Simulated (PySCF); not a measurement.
# C7H10O4: the cost of one run

Computed with PySCF 2.14.0 and routines of our own; the level stands in each step. Atoms count from 0.

## 1. The starting structure

21 atoms, charge 0, multiplicity 1; geometry from: GFN2-xTB.

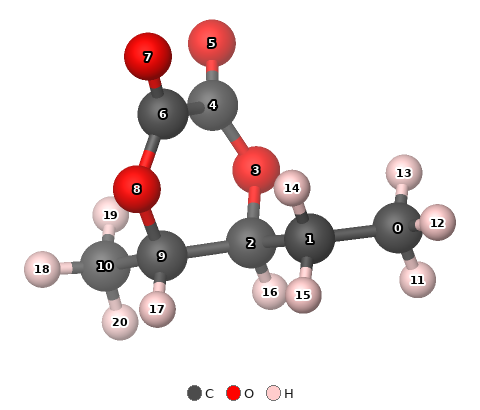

The starting geometry (carbon dark grey, oxygen red, hydrogen pink).

## 2. Vibronic structure: TDDFT PBE0/def2-SV(P)

What the job is given:

```
{"job": {"kind": "vib", "xc": "PBE0", "basis": "def2-SV(P)", "tda": false}, "charge": 0, "multiplicity": 1}
C      2.722530     0.252090     0.199591
C      1.396378    -0.068320     0.878599
C      0.328670    -0.476367    -0.142581
O      0.107213     0.566270    -1.092159
C     -0.725595     1.557112    -0.752825
O     -0.990689     2.436928    -1.519322
C     -1.336618     1.510692     0.664415
O     -1.655173     2.508062     1.242948
O     -1.502577     0.301963     1.218080
C     -1.009599    -0.837941     0.512326
C     -2.037662    -1.339774    -0.497733
H      3.114233    -0.626965    -0.306720
H      3.448606     0.580107     0.938220
H      2.592716     1.043647    -0.534165
H      1.050835     0.806389     1.435181
H      1.525751    -0.889501     1.585522
H      0.690290    -1.318428    -0.742409
H     -0.854048    -1.592408     1.290754
H     -2.991439    -1.491256     0.000572
H     -2.177261    -0.621693    -1.303455
H     -1.705481    -2.283664    -0.920608
```

Method: TDDFT PBE0/def2-SV(P) vertical-gradient vibronic structure (displaced harmonic oscillators, Condon), gas phase.

Started as:

```sh
$ OMP_NUM_THREADS=1 python excited_run.py task.json out
```

The driver reads the jobs from task.json and runs them one after another.

Q: Estimate the wall time and peak memory of this first job on 1 thread of AMD EPYC, shared host.

About 2.6 min, with a peak of 1.1 GiB.
